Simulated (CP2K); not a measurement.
**GFN1-xTB run of ZnSiH2O**

Aim: the vertical singlet–triplet gap of ZnSiH2O at GFN1-xTB, from 2 runs. 

The results are computed with CP2K 2026.2.

4 further runs of the same task are left out: 2 that didn't finish, 2 set aside as unsound or not needed.

### 1 The structure to begin with

The species is ZnSiH2O (5 atoms), meant as a singlet with charge 0. Geometry: a GFN2-xTB relaxation, a rough one for these elements and not checked as a minimum.

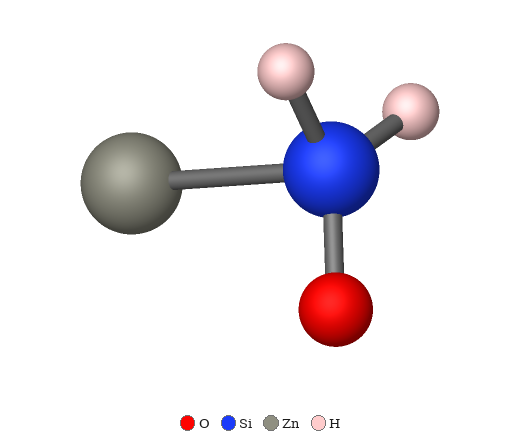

The structure, seen from a chosen angle (oxygen red, silicon blue, zinc grey, hydrogen pink).

### 2 A single-point energy at GFN1-xTB

File qs.inp:

```
&FORCE_EVAL
  METHOD Quickstep
  &DFT
    CHARGE 0
    MULTIPLICITY 1
    ! Quickstep
    &QS
      METHOD XTB
      EPS_DEFAULT 1.0E-10
      &XTB
        GFN_TYPE 1
        CHECK_ATOMIC_CHARGES F
      &END XTB
    &END QS
    ! isolated system
    &POISSON
      PERIODIC NONE
      POISSON_SOLVER ANALYTIC
    &END POISSON
    ! self-consistent field
    &SCF
      SCF_GUESS ATOMIC
      EPS_SCF 1.0E-06
      MAX_SCF 40
      &OT ON
        MINIMIZER DIIS
        PRECONDITIONER FULL_ALL
      &END OT
      &OUTER_SCF
        EPS_SCF 1.0E-06
        MAX_SCF 8
      &END OUTER_SCF
    &END SCF
    &PRINT
      &MOMENTS
        PERIODIC F
        REFERENCE COM
        MAX_MOMENT 1
      &END MOMENTS
      &MO_CUBES
        NLUMO 1
        NHOMO -1
        WRITE_CUBE F
      &END MO_CUBES
      &HIRSHFELD OFF
      &END HIRSHFELD
    &END PRINT
  &END DFT
  ! atoms, cell and kinds
  &SUBSYS
    ! box in angstrom
    &CELL
      ABC [angstrom] 10.7 10.8 10.7
      PERIODIC NONE
    &END CELL
    &COORD
      SCALED T
      O    0.62406869   0.44458333   0.50366729
      Si   0.50202383   0.51371389   0.48775234
      Zn   0.37593131   0.37139444   0.62406168
      H    0.42281168   0.50267963   0.37593832
      H    0.47231168   0.62860556   0.55516449
    &END COORD
  &END SUBSYS
&END FORCE_EVAL

&GLOBAL
  PROJECT qs
  RUN_TYPE ENERGY
  PRINT_LEVEL MEDIUM
&END GLOBAL
```

Started as:

```console
$ OMP_NUM_THREADS=1 cp2k.psmp -i qs.inp > qs.out 2>&1
```

Standard output:

```text
CP2K| version string:                                       CP2K version 2026.2
[...]
 GLOBAL| Method name                                                        CP2K
[...]
 GLOBAL| Run type                                                         ENERGY
[...]
                             - Atoms:                                          5
[...]
                             - Spherical basis functions:                     21
[...]
 Number of electrons:                                                         14
[...]
     1 OT DIIS     0.15E+00    0.0     0.31133796        -8.3245421321 -8.32E+00
[...]
    23 OT DIIS     0.15E+00    0.0     0.00000092        -8.5508009134 -3.13E-11
  *** SCF run converged in    23 steps ***
[...]
 TB_DIPOLE| Moment [Debye]         -4.00254490       0.23567048       0.93279066
 TB_DIPOLE| Derivative [a.u.]       0.00000000       0.00000000       0.00000000
[...]
 ENERGY| Total FORCE_EVAL ( QS ) energy [hartree]             -8.550800913439097
[...]
```

Wall time 1.6 s (1 thread of Intel Xeon Platinum 8488C (Sapphire Rapids), shared host); peak memory 0.19 GiB.

### 3 The triplet, same level

File molecule.inp:

```
&GLOBAL
  PROJECT_NAME molecule
  RUN_TYPE ENERGY
  PRINT_LEVEL MEDIUM
&END GLOBAL

&FORCE_EVAL
  METHOD QS
  &DFT
    CHARGE 0
    MULTIPLICITY 3
    UNRESTRICTED_KOHN_SHAM T
    &QS
      METHOD XTB
      EPS_DEFAULT 1.0E-10
      &XTB
        GFN_TYPE 1
        CHECK_ATOMIC_CHARGES F
      &END XTB
    &END QS
    &POISSON
      PERIODIC NONE
      POISSON_SOLVER ANALYTIC
    &END POISSON
    &SCF
      SCF_GUESS ATOMIC
      EPS_SCF 1.0E-06
      MAX_SCF 40
      &OT ON
        MINIMIZER CG
        PRECONDITIONER FULL_SINGLE_INVERSE
      &END OT
      &OUTER_SCF
        EPS_SCF 1.0E-06
        MAX_SCF 10
      &END OUTER_SCF
    &END SCF
    &PRINT
      &MOMENTS
        PERIODIC F
        REFERENCE COM
        MAX_MOMENT 1
      &END MOMENTS
      &MO_CUBES
        NLUMO 3
        NHOMO -1
        WRITE_CUBE F
      &END MO_CUBES
      &HIRSHFELD OFF
      &END HIRSHFELD
    &END PRINT
  &END DFT
  &SUBSYS
    &CELL
      ABC [angstrom] 10.7 10.8 10.7
      PERIODIC NONE
    &END CELL
    &COORD
      SCALED T
      O    0.62406869   0.44458333   0.50366729
      Si   0.50202383   0.51371389   0.48775234
      Zn   0.37593131   0.37139444   0.62406168
      H    0.42281168   0.50267963   0.37593832
      H    0.47231168   0.62860556   0.55516449
    &END COORD
  &END SUBSYS
&END FORCE_EVAL
```

Started as:

```console
$ OMP_NUM_THREADS=1 cp2k.psmp -i molecule.inp -o molecule.out
```

Standard output:

```text
CP2K| version string:                                       CP2K version 2026.2
[...]
 GLOBAL| Method name                                                        CP2K
[...]
 GLOBAL| Run type                                                         ENERGY
[...]
                             - Atoms:                                          5
[...]
                             - Spherical basis functions:                     21
[...]
 Number of electrons:                                                          8
[...]
     1 OT CG       0.80E-01    0.1     0.08942525        -8.1374122188 -8.14E+00
[...]
    11 OT CG       0.23E+00    0.0     0.00000090        -8.3525734453 -5.41E-11
  *** SCF run converged in    11 steps ***
[...]
 TB_DIPOLE| Moment [Debye]         -5.19026972      -1.19303200       1.93129475
 TB_DIPOLE| Derivative [a.u.]       0.00000000       0.00000000       0.00000000
[...]
 ENERGY| Total FORCE_EVAL ( QS ) energy [hartree]             -8.352573445286222
[...]
```

It took 3.6 s on 1 thread of Intel Xeon Platinum 8488C (Sapphire Rapids), shared host; peak memory 0.19 GiB.

### 4 Results

At GFN1-xTB:

```
                                          quantity         value
                             singlet: total energy   -8.55080 Eh
singlet: dipole moment (from atomic charges alone)        4.12 D
                              singlet: HOMO energy     -11.65 eV
                        singlet: dispersion energy  -3.83 kJ/mol
                             triplet: total energy   -8.35257 Eh
triplet: dipole moment (from atomic charges alone)        5.66 D
       triplet: HOMO energy (highest over α and β)      -6.58 eV
                        triplet: dispersion energy  -3.83 kJ/mol
  vertical energy of the triplet above the singlet      5.394 eV
```

In words: The method runs without spin polarisation, so open shells lack the exchange term that lowers high spin: such gaps come out too high and can have the wrong sign. At this shape the triplet lies 5.39 eV (520 kJ/mol) above the singlet. The dipole (singlet) comes from point charges on the atoms alone, without atomic dipoles, so it is partial. The dipole (triplet) comes from point charges on the atoms alone, without atomic dipoles, so it is partial.
